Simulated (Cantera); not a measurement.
Input: 1 mol CH₃F, 0.17 mol H₂, held at 16.0 mbar.

Cantera equilibrium calculation (NASA polynomials, part measured and part estimated; ideal gas, pure solids and liquids). Candidate condensed phases: C, C₆H₆, C₇H₈, C₈H₁₈; 95 gas species. Equilibrium is a limit: real reactors are often held back by kinetics, nucleation or transport.

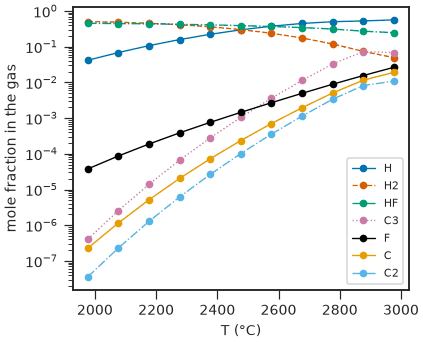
Equilibrium gas composition (values under 1e-9 drawn at 1e-9)

Q: Read off the mole fractions at 2577 °C.

A: H about 0.37, HF about 0.37, H₂ about 0.24, C₃ about 0.0036, F about 0.0027, C about 0.00070, C₂ about 0.00036.
